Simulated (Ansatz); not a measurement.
The calculation's input:

```
crystal:
  periodic: [false, false, false]
  atoms:
    - { symbol: Zr, position_ang: [0.0, 0.0, 0.0] }
    - { symbol: Cl, position_ang: [0.0, 0.0, 2.52] }
    - { symbol: O, position_ang: [1.952, 0.0, -0.6893] }
    - { symbol: H, position_ang: [2.2684, -0.9521, -0.806] }
    - { symbol: O, position_ang: [-0.975, 1.6891, -0.6893] }
    - { symbol: H, position_ang: [-1.9328, 1.4584, -0.9117] }
    - { symbol: Cl, position_ang: [-1.1869, -2.0563, -0.8392] }
basis:
  gaussian: { orbitals: def2-SVP }
hamiltonian:
  xc: blyp
relax:
  f_tol: 0.02
  max_steps: 40
output:
  orbitals: {}
```

Run with:

```sh
ansatz run input.yaml --threads 2 --pin off --max-ram 3072MiB --backend cpu --events-out ev --progress --plain --runs-dir out
```

The fields are those of the run's last geometry, not of the input's.

Core potentials replace the inner electrons of Zr.

The calculation used RKS BLYP/def2-SVP in Ansatz 0.2.0.

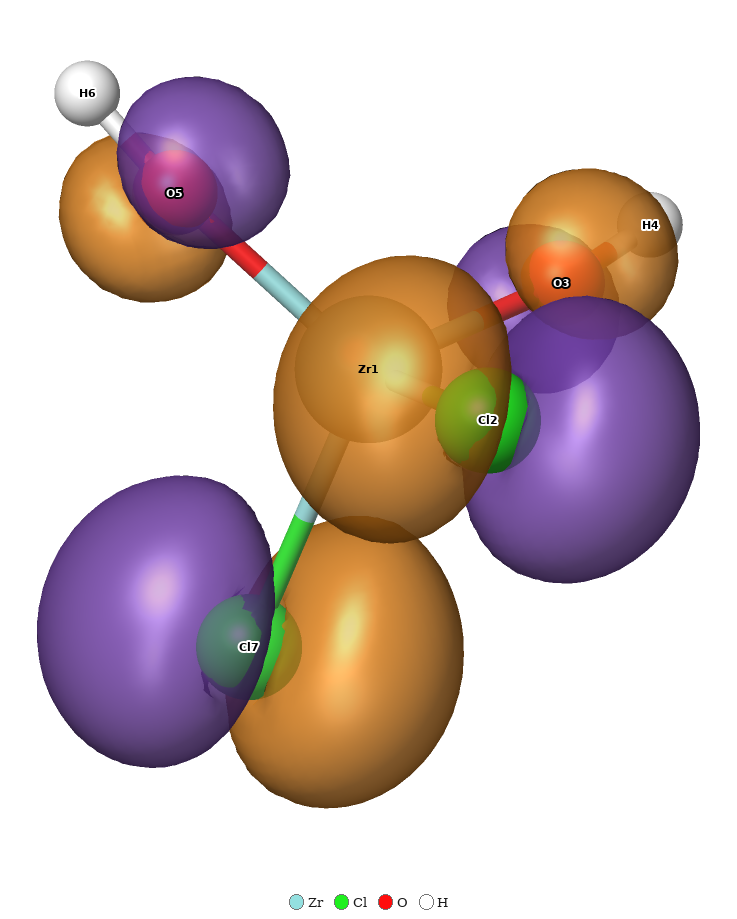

Cl2H2O2Zr. The HOMO−1 at ±0.1 Å⁻³ᐟ² (orange and purple are the two phases), seen at a tilt.

Question: Where does this orbital lie, and at what energy?

Answer: It lies mainly on Cl2 (about 40 %), Cl7 (about 40 %), O3 (about 10 %) and O5 (about 10 %); largely a combination of lone pairs on Cl2, Cl7, O3 and O5. Its energy is −7.14 eV.
